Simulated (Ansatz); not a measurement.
## GaSi2P (zincblende [110] superlattice): the gap up the ladder of methods

Aim: the gap of GaSi2P (zincblende [110] superlattice) at several levels of theory on one structure, with the time that each takes.

Calculated with Ansatz 0.2.0; density functionals, hybrids and G0W0, plane waves, PAW.

## Step 1: The starting structure

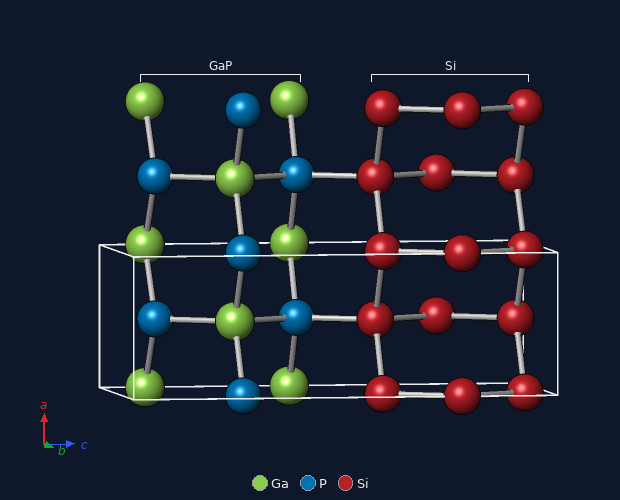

The cell as given, from the side, with the c axis across the page (gallium green, phosphorus blue, silicon red). 2×1×1 cells are drawn. Some periodic images of atoms are drawn too.

The cell holds 12 atoms: 3 Ga, 3 P and 6 Si. Cell: a = 3.843 Å, b = 5.429 Å, c = 11.551 Å, α = 90.0°, β = 90.0°, γ = 90.0°. It derives from GaP. Regions: GaP, 6 atoms (3 Ga and 3 P); Si, 6 atoms (6 Si). The structure's axis is c.

The structure was relaxed with PBEsol. The runs that relaxed it are not among those shown.

The logs state that the PAW files were generated under PBE.

## Step 2: PBEsol on the 6×4×2 mesh

Levels along a band path and on the mesh show where this functional puts the band edges.

This step: DFT, PBEsol, plane waves, PAW; PAW set soft_1.

Input file input.yaml:

```yaml
crystal:
  lattice:
    - [3.843404156, 0.0, 0.0]
    - [0.0, 5.4290093868, -5.64569e-05]
    - [0.0, -0.0001197637, 11.5507987848]
  atoms:
    - { symbol: Ga, position: [0.0, 0.0084371012, 0.0803806764] }
    - { symbol: P, position: [0.5, 0.2643226924, 0.0840269086] }
    - { symbol: Ga, position: [0.5, 0.5239220141, 0.2507303519] }
    - { symbol: P, position: [0.0, 0.7735290135, 0.2507058409] }
    - { symbol: Ga, position: [0.0, 0.0084593226, 0.4210271962] }
    - { symbol: P, position: [0.5, 0.26432075, 0.41742573] }
    - { symbol: Si, position: [0.5, 0.4884272085, 0.5851695215] }
    - { symbol: Si, position: [0.0, 0.7368720631, 0.5835029202] }
    - { symbol: Si, position: [0.0, -0.0219224777, 0.7507067365] }
    - { symbol: Si, position: [0.5, 0.2283423147, 0.7507281947] }
    - { symbol: Si, position: [0.5, 0.4884205659, 0.9162917447] }
    - { symbol: Si, position: [0.0, 0.7368694318, 0.9179016077] }
kpoints:
  mp_grid: { grid: [6, 4, 2] }
  band_path:
    path:
      - [0.0, 0.0, 0.0]
      - [-0.5, 0.0, 0.0]
      - [-0.5, 0.0, 0.5]
      - [0.0, 0.0, 0.5]
      - [0.0, 0.0, 0.0]
      - [0.0, -0.5, 0.5]
      - [-0.5, -0.5, 0.5]
      - [-0.5, 0.0, 0.0]
      - [-0.5, -0.5, 0.0]
      - [0.0, -0.5, 0.0]
      - [0.0, 0.0, 0.0]
    npoints: 10
hamiltonian:
  xc: pbesol
  pseudopotentials: { kind: paw, azcp: { folder: soft_1 }, xc_functional: pbe }
scf:
  occupations: { method: fermi_dirac, width: 0.02 }
  n_extra_bands: 8
output:
  eigenvalues: true
  forces: true
  stress: true
  write_density: true
  write_potential: true
  elf: true
  volumetric_format: npy
```

Run with:

```bash
> ansatz run input.yaml --threads 4 --pin off --max-ram 17510MiB --backend cpu --events-out ev --progress --plain --runs-dir out
```

Numbers of over 12 decimals in the logs are rounded to 6 here.

The log of the run:

```text
scf.n_extra_bands = 8 over 39 filled bands (N_el = 78.0): the run solves 47 bands
Engine: ansatz 0.2.0, aarch64-unknown-linux-gnu
Pseudopotentials: kind: paw
Pseudopotential: Ga, paw, valence charge 13, recommended cutoff 420 eV (normal), soft_1/Ga.paw.azcp
Pseudopotential: P, paw, valence charge 5, recommended cutoff 420 eV (normal), soft_1/P.paw.azcp
Pseudopotential: Si, paw, valence charge 4, recommended cutoff 420 eV (normal), soft_1/Si.paw.azcp
Functional definition: PBEsol
  exchange = pbesol_x
  correlation = pbesol_c
Crystal: 12 atoms, lattice volume = 241.018 Å³
Basis set: ecut = 420 eV, 4705 PW (Γ), exchange–correlation on 54×80×160 points (8 copies of the dense FFT grid, shifted against one another)
Bands: 47, of which v1, the nominal top of the filled ones, is band 39 counted from 1 (38 counted from 0)
Symmetry: 2 space group operations
Space group: Pm (ITA 6), of the structure as read, at distance tolerance 6.2e-5 Å
k-points: 24 of 48 (time reversal used)
Non-local potential: Ga, projectors of the file, l = 0: 2, l = 1: 2, l = 2: 3, l = 3: 1
Non-local potential: P, projectors of the file, l = 0: 2, l = 1: 2, l = 2: 1
Non-local potential: Si, projectors of the file, l = 0: 2, l = 1: 2, l = 2: 1
PAW form: soft (Blöchl's): semilocal exchange-correlation on the pseudo side does not see the compensation charge
PAW frozen core: Ga, regenerated for the run's functional, and the local potential with it (the file was generated under x = pbe(κ = 0.804, μ = 0.219515), c = pbe(β = 0.066725))
PAW frozen core: P, regenerated for the run's functional, and the local potential with it (the file was generated under x = pbe(κ = 0.804, μ = 0.219515), c = pbe(β = 0.066725))
PAW frozen core: Si, regenerated for the run's functional, and the local potential with it (the file was generated under x = pbe(κ = 0.804, μ = 0.219515), c = pbe(β = 0.066725))
PAW one-centre angular grid: Ga, 590 points (default); XC on 64 Gauss nodes
PAW one-centre angular grid: P, 110 points (default); XC on 64 Gauss nodes
PAW one-centre angular grid: Si, 110 points (default); XC on 64 Gauss nodes
Initial density: superposition of atomic densities (chi_scale 0.1, normalization cell, long waves kept (reshape's long-wave potential 0.26 eV rms))
Initial wavefunctions: pseudopotential atomic-orbital guess
Functional: x = pbesol(κ = 0.804, μ = 0.123457), c = pbesol(β = 0.046)
SCF iter   1: F=—  HF=-17182.250591 eV  |F-HF|=—  |Δ(HF+E_count)|=         —  Δρ=4.56e-2  dr2=5.82e0  ethr=3.10e-3  ⟨swp⟩=10.3  Hψ=5828  notcnv=0
preconditioner: auto → Resta (q_TF=auto, 2.261 Å⁻¹)  ε∞=4.6  [insulator: Δε(μ)=0.774 eV  Ē_g=11.098 eV  σ=0.020 eV  W_gap=1.00  n_scr=44 (ndim 8)  ℏωp=21.1 eV  f_vac=0.000  D(μ)=0.00/eV (n_scr^D=0)  ε∞_Penn≈4.6]
SCF iter   2: F=—  HF=-17181.175611 eV  |F-HF|=—  |Δ(HF+E_count)|=    1.07e0  Δρ=2.62e-2  dr2=1.44e0  ethr=3.10e-3  ⟨swp⟩=4.5  Hψ=2016  notcnv=0  defer=65
SCF iter   3: F=—  HF=-17180.858533 eV  |F-HF|=—  |Δ(HF+E_count)|=   3.17e-1  Δρ=5.39e-3  dr2=1.08e-1  ethr=1.85e-3  ⟨swp⟩=2.6  Hψ=2100  notcnv=0  defer=65
SCF iter   4: F=—  HF=-17180.820773 eV  |F-HF|=—  |Δ(HF+E_count)|=   3.78e-2  Δρ=2.27e-3  dr2=1.43e-2  ethr=1.39e-4  ⟨swp⟩=4.2  Hψ=2368  notcnv=0  defer=63
SCF iter   5: F=—  HF=-17180.816083 eV  |F-HF|=—  |Δ(HF+E_count)|=   4.69e-3  Δρ=9.20e-4  dr2=2.23e-3  ethr=1.83e-5  ⟨swp⟩=2.3  Hψ=2274  notcnv=0  defer=61
SCF iter   6: F=—  HF=-17180.817824 eV  |F-HF|=—  |Δ(HF+E_count)|=   1.74e-3  Δρ=2.30e-4  dr2=2.16e-4  ethr=2.86e-6  ⟨swp⟩=3.0  Hψ=2074  notcnv=0  defer=61
SCF iter   7: F=—  HF=-17180.817937 eV  |F-HF|=—  |Δ(HF+E_count)|=   1.13e-4  Δρ=4.08e-5  dr2=4.10e-6  ethr=2.77e-7  ⟨swp⟩=2.0  Hψ=1806  notcnv=0  defer=61
SCF iter   8: F=—  HF=-17180.817863 eV  |F-HF|=—  |Δ(HF+E_count)|=   7.41e-5  Δρ=2.84e-5  dr2=1.20e-6  ethr=5.26e-9  ⟨swp⟩=2.3  Hψ=2037  notcnv=0  defer=61
SCF iter   9: F=—  HF=-17180.817862 eV  |F-HF|=—  |Δ(HF+E_count)|=   7.64e-7  Δρ=7.69e-6  dr2=1.00e-7  ethr=1.28e-10  ⟨swp⟩=21.2  Hψ=10906  notcnv=0
SCF iter  10: F=-17180.817862 eV  HF=-17180.817862 eV  |F-HF|=1.90e-9  |Δ(HF+E_count)|=   1.82e-7  Δρ=1.95e-6  dr2=1.44e-8  ethr=1.28e-10  ⟨swp⟩=9.9  Hψ=7539  notcnv=0
SCF 1 converged in 10 iterations: F = -17180.817862 eV  dr2 = 1.44e-8
[...]
NSCF: frozen V_eff on 101 k-points
SCF converged after 10 iterations
Free energy (F): -17180.817862 eV
Harris-Foulkes:  -17180.817862 eV  (|F-HF|=1.90e-9)
Internal energy: -17180.817862 eV  (E = F + TS)
E sigma→0 (E₀):  -17180.817862 eV
Fermi energy:    7.097429 eV
--- Per-component energies (eV) ---
  E_band       = -168.080492
  E_kinetic    = 785.956872
  E_local      = -7233.958057  (includes V_loc(G=0)·N_el)
  E_nonlocal   = -41.394863
  E_hartree    = 4106.752490
  E_xc         = -741.037240
  E_vxc        = -638.918159  (∫ρ·V_xc dr)
  E_paw        = -10471.866375  (= ΣΔE_a)
  E_vpaw       = -1253.266854  (= ΣTr[D̂ρ^β])
  E_aug_tail   = -0.000381  (compensation charges beyond the density's cutoff)
  E_ewald      = -3588.186898
  E_core_change = 2.916590  (= ΣΔE_core)
  E_smearing   = -0.000000  (= −TS)
  E_closure    = 0.000000  (closes the sum)
  Σ components = -17180.817862   (vs F -17180.817862, Δ=0.00e0)
--- Forces (eV/Å), atoms counted from 1 ---
  atom   1  Ga     0.00000000    -0.00663672    -0.00511302
  atom   2  P      0.00000000    -0.00082346     0.00187965
  atom   3  Ga     0.00000000    -0.00038228    -0.00032629
  atom   4  P      0.00000000     0.00937512     0.00039235
  atom   5  Ga     0.00000000    -0.00786345     0.00565039
  atom   6  P      0.00000000     0.00007636    -0.00192950
  atom   7  Si     0.00000000     0.00201231    -0.00445333
  atom   8  Si     0.00000000    -0.00095399    -0.00018597
  atom   9  Si     0.00000000     0.00185243    -0.00014268
  atom  10  Si     0.00000000     0.00255461    -0.00014507
  atom  11  Si     0.00000000     0.00224545     0.00334350
  atom  12  Si     0.00000000    -0.00145310     0.00103072
  max |Σ_I F_I| component: 3.28e-6 eV/Å
--- Stress (GPa, compression-positive) ---
        0.010606       0.000000       0.000000
        0.000000      -0.006075       0.001094
        0.000000       0.001094      -0.017982
  P = ⅓ Tr σ = -0.0045 GPa (-0.045 kbar)
--- Band table (eV; the first three rows and the last of 24) ---
  k-point 0: bands = [... 35 lower, 6.1387, 6.6850, 6.7158, 6.7283, 7.4794, 7.6674, 8.4620, 8.6592, ... 4 higher]
  k-point 1: bands = [... 35 lower, 5.7960, 6.0988, 6.4388, 6.6575, 7.6541, 8.1064, 9.1163, 9.1938, ... 4 higher]
  k-point 2: bands = [... 35 lower, 5.6329, 5.9168, 6.0710, 6.2049, 7.4878, 8.2887, 8.4711, 8.4746, ... 4 higher]
  k-point 23: bands = [... 35 lower, 4.8332, 5.0131, 5.1290, 5.3408, 8.9972, 9.0646, 9.4011, 9.6411, ... 4 higher]
```

The job ended after 21 s (4 threads of Arm Neoverse V2, shared host; peak memory 1 GiB; 83 s of CPU time).

This step gave:

```
pressure             : -0.004483 GPa
filled bands         : 39
gap                  : 0.7049 eV
valence top at       : Γ
conduction bottom at : k = (0.000, -0.150, 0.000)
least direct gap     : 0.7510 eV
```

Over mesh and path the gap is 0.705 eV, from k = Γ to k = (0.000, -0.150, 0.000). The least direct gap found is 0.751 eV, at k = Γ. On the 6×4×2 mesh alone the same run gives 0.751 eV, so that mesh misses an edge of PBEsol: 0.751 − 0.705 = +0.046 eV.

## Step 3: PBEsol+SOC on the 6×4×2 mesh

This run has two-component orbitals with spin-orbit coupling.

This step: DFT, PBEsol with spin-orbit coupling, plane waves, PAW; PAW set soft_1.

input.yaml, as its differences from that of step 2:

```diff
@@ -26,16 +26,17 @@
       - [0.0, 0.0, 0.5]
-      - [0.0, 0.0, 0.0]
       - [0.0, -0.5, 0.5]
       - [-0.5, -0.5, 0.5]
-      - [-0.5, 0.0, 0.0]
       - [-0.5, -0.5, 0.0]
       - [0.0, -0.5, 0.0]
-      - [0.0, 0.0, 0.0]
-    npoints: 10
+      - [0.0, -0.15, 0.0]
+    npoints: 1
 hamiltonian:
   xc: pbesol
-  pseudopotentials: { kind: paw, azcp: { folder: soft_1 }, xc_functional: pbe }
+  pseudopotentials: { kind: paw_fr, azcp: { folder: soft_1 }, xc_functional: pbe }
 scf:
   occupations: { method: fermi_dirac, width: 0.02 }
-  n_extra_bands: 8
+  n_extra_bands: 16
+magnetization:
+  noncollinear: true
+  spin_orbit: true
 output:
```

The log of the run:

```text
[...]
non-collinear run that drives no moment, with spin-orbit: no starting moment large enough to seed its density (crystal.atoms[].spin), no starting occupations that ask for one, no magnetisation constraint and no magnetic field, so the semilocal B_xc is pinned to zero
Crystal: 12 atoms, lattice volume = 241.018 Å³
Basis set: ecut = 420 eV, 4705 PW (Γ), exchange–correlation on 54×80×160 points (8 copies of the dense FFT grid, shifted against one another)
Bands: 94, of which v1, the nominal top of the filled ones, is band 78 counted from 1 (77 counted from 0)
Symmetry: 2 space group operations + 2 with time reversal
[...]
k-points: 24 of 48 (time reversal used)
Projection manifold: j_resolved (fully-relativistic pseudo-atomic orbitals)
[...]
atom   8  Si     0.00000000    -0.00023100    -0.00110019
  atom   9  Si     0.00000000     0.00187045    -0.00014150
  atom  10  Si     0.00000000     0.00254580    -0.00014265
  atom  11  Si     0.00000000     0.00227125     0.00342493
  atom  12  Si     0.00000000    -0.00072868     0.00194800
  max |Σ_I F_I| component: 1.03e-5 eV/Å
--- Stress (GPa, compression-positive) ---
        0.002252       0.000000       0.000000
        0.000000      -0.014668       0.001096
        0.000000       0.001096      -0.026718
  P = ⅓ Tr σ = -0.0130 GPa (-0.130 kbar)
--- Band table (eV; the first three rows and the last of 24) ---
  k-point 0: bands = [... 74 lower, 6.7234, 6.7234, 6.7454, 6.7454, 7.4792, 7.4792, 7.6672, 7.6672, ... 12 higher]
  k-point 1: bands = [... 74 lower, 6.4396, 6.4396, 6.6575, 6.6575, 7.6538, 7.6538, 8.1063, 8.1063, ... 12 higher]
  k-point 2: bands = [... 74 lower, 6.0705, 6.0705, 6.2053, 6.2053, 7.4876, 7.4876, 8.2884, 8.2884, ... 12 higher]
  k-point 23: bands = [... 74 lower, 5.1287, 5.1287, 5.3407, 5.3407, 8.9967, 8.9967, 9.0643, 9.0643, ... 12 higher]
[key lines of the parts left out:]
SCF converged after 10 iterations
Magnetization: |M| = 0.0000 μB,  M = (+0.0000, +0.0000, +0.0000) μB
Free energy (F): -17181.068175 eV
Fermi energy:    7.103689 eV
```

Elapsed: 88 s, on 4 threads; peak memory 2.5 GiB.

This step gave:

```yaml
pressure: -0.01304 GPa
gap: 0.6876 eV
valence_top_at: Γ
conduction_bottom_at: k = (0.000, -0.150, 0.000)
least_direct_gap: 0.7337 eV
```

Over mesh and listed points the gap is 0.688 eV, from k = Γ to k = (0.000, -0.150, 0.000). The least direct gap found is 0.734 eV, at k = Γ. On the 6×4×2 mesh alone the same run gives 0.734 eV, so that mesh misses an edge of PBEsol+SOC: 0.734 − 0.688 = +0.046 eV. PBEsol+SOC against PBEsol: 0.688 − 0.705 = −0.017 eV, with the same mesh, set of files (read in its fully relativistic form for the spin-orbit run) and cutoff, and both edges at the same k points. The spin-orbit run sees mesh and listed points alone, so its gap is an upper bound: the coupling can move an edge off these points, the more so as this crystal has no centre of inversion, and the change over the zone, its sign included where it is small, is not known.

## Step 4: HSE06 on the 4×4×2 mesh

HSE06 mixes in a quarter of exact exchange at short range.

This step: DFT, HSE06, plane waves, PAW; PAW set soft_1.

input.yaml, as its differences from that of step 3:

```diff
@@ -19,3 +19,3 @@
 kpoints:
-  mp_grid: { grid: [6, 4, 2] }
+  mp_grid: { grid: [4, 4, 2] }
   band_path:
@@ -33,17 +33,8 @@
 hamiltonian:
-  xc: pbesol
-  pseudopotentials: { kind: paw_fr, azcp: { folder: soft_1 }, xc_functional: pbe }
+  xc: hse06
+  pseudopotentials: { kind: paw, azcp: { folder: soft_1 } }
 scf:
-  occupations: { method: fermi_dirac, width: 0.02 }
-  n_extra_bands: 16
-magnetization:
-  noncollinear: true
-  spin_orbit: true
+  occupations: { method: fixed }
+  n_extra_bands: 8
 output:
   eigenvalues: true
-  forces: true
-  stress: true
-  write_density: true
-  write_potential: true
-  elf: true
-  volumetric_format: npy
```

The log of the run:

```text
[...]
davidson cushion auto → on  (no smearing: the cushion is to keep the highest requested band from converging to the state above it; pin scf.eigensolver.cushion to override)
Crystal: 12 atoms, lattice volume = 241.018 Å³
Basis set: ecut = 420 eV, 4705 PW (Γ)
Bands: 47, of which v1, the nominal top of the filled ones, is band 39 counted from 1 (38 counted from 0)
Symmetry: 2 space group operations
[...]
k-points: 18 of 32 (time reversal used)
[...]
E sigma→0 (E₀):  -17439.098764 eV
Fermi energy:    6.451112 eV
[...]
--- Band table (eV; the first three rows and the last of 18) ---
  k-point 0: bands = [... 35 lower, 5.7738, 6.4002, 6.4019, 6.4511, 7.9000, 8.1108, 8.9588, 9.1740, ... 4 higher]
  k-point 1: bands = [... 35 lower, 5.4899, 5.8239, 6.0859, 6.3436, 8.0942, 8.5767, 9.6226, 9.7822, ... 4 higher]
  k-point 2: bands = [... 35 lower, 5.2274, 5.5376, 5.7279, 5.9182, 7.9092, 8.7803, 8.9892, 8.9931, ... 4 higher]
  k-point 17: bands = [... 35 lower, 4.3900, 4.5915, 4.7214, 4.9591, 9.5060, 9.6220, 9.9558, 10.2377, ... 4 higher]
[key lines of the parts left out:]
Free energy (F): -17439.098764 eV
```

Run time: 2.9 min. Hardware: 4 threads; peak memory 5.4 GiB.

This step gave:

* gap: 1.399 eV
* valence top at: Γ
* conduction bottom at: k = (0.000, -0.150, 0.000)
* least direct gap: 1.449 eV
* exact-exchange fraction: 0.25

Over mesh and listed points the gap is 1.399 eV, from k = Γ to k = (0.000, -0.150, 0.000). The least direct gap found is 1.449 eV, at k = Γ. On the 4×4×2 mesh alone the same run gives 1.437 eV, so that mesh misses an edge of HSE06: 1.437 − 1.399 = +0.038 eV. HSE06 against PBEsol: 1.399 − 0.705 = +0.694 eV. The runs also differ in mesh (6×4×2 and 4×4×2), so how much of this comes from the functional alone is not known.

[end of part 1 of 2]

[Paths, hosts, dates, memory and timing lines, banners, echoed tables and standing remarks are left out of the program output.]

[Logs are printed without paths, hosts, clocks, repeated set-up lines and the standing remarks that a program may print on its own settings, such as how far it seeks lower states.]

[Runs of the session that timed out or met a known fault of the program may be left out.]

[Cells called generated may have been cut or substituted from an entry of the Crystallography Open Database or the Materials Project.]

[Hosts, paths, dates, database ids (printed as entryN), source tags and the programs' standing remarks are cut or masked in the printed files.]

[Where an RPA ε∞ is given, it is that of the G0W0 mesh and is not shown converged in it. Names of k-points follow the symmetry that the program found, which can be lower than the space group named. Band edges on a path are those of the sampled points; other points can move an edge, and change direct to indirect where valleys lie close.]

[Hybrid gaps are those of their k-mesh and are not shown converged in it.]
